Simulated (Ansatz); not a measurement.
## Be (hcp, Mg type): frozen-phonon scan

Be (hcp, Mg type)

```xyz
4
Lattice="4.5290 0.0000 0.0000 -1.1322 1.9611 0.0000 0.0000 0.0000 3.5609" Properties=species:S:1:pos:R:3 pbc="T T T"
Be     0.0000     1.3074     2.6707
Be     2.2645     1.3074     2.6707
Be     1.1322     0.6537     0.8902
Be     3.3967     0.6537     0.8902
```

The atoms are displaced by Q × the pattern below (from a DFPT mode at M = (0.5, 0.0, 0.0), largest move 1; Q in Å), at fixed cell. (q is in reciprocal vectors of the primitive cell; the cell shown is doubled to hold the pattern.)

| atom | x | y | z |
|---|---|---|---|
| Be1 | 0.500 | -0.866 | 0.000 |
| Be2 | -0.500 | 0.866 | 0.000 |
| Be3 | 0.500 | -0.866 | 0.000 |
| Be4 | -0.500 | 0.866 | 0.000 |

The numbers are results of PBE (plane waves to 420 eV, PAW, scalar-relativistic; Ansatz, a program for electronic structure), not measurements. k mesh 23×23×13 (Γ-centred), Fermi-Dirac smearing 0.05 eV. The energy includes the smearing's −TS. Stress and pressure are positive under compression. With partly filled bands, energies and forces of such displacements shift with the k mesh and the smearing. Be was relaxed with its symmetry unable to fall. The PAW data are Ansatz's earlier set. The zero of ΔE is the undisplaced structure.

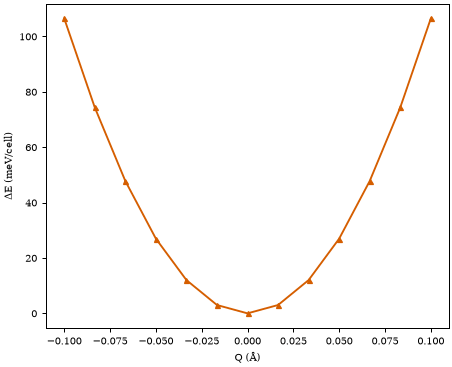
ΔE (meV/cell) against Q (Å); computed points joined by lines.

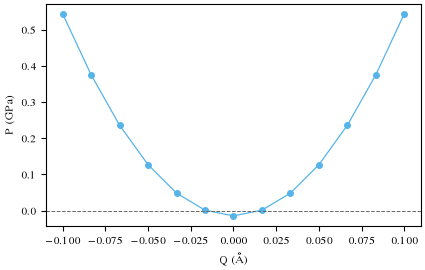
Figure. P (GPa) against Q (Å); markers are the computed points, lines only join them.

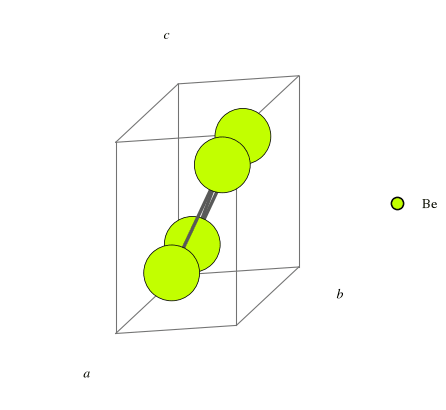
Figure. The cell of the calculation at Q = 0.100 Å.

The energy at Q = 0.100 Å comes out as 107 meV/cell. Space group of the distorted cell: Pnma (No. 62), lowered from P6_3/mmc. Symmetry of the curve: even: the same for both signs. Shape of the curve: a single well with its minimum at or next to zero displacement. Wavenumber by perturbation theory (DFPT, on another k mesh): 403 cm⁻¹.

(A displaced cell: forces are minus the slopes of the energy, force constants its curvatures, and phonons follow from these.)
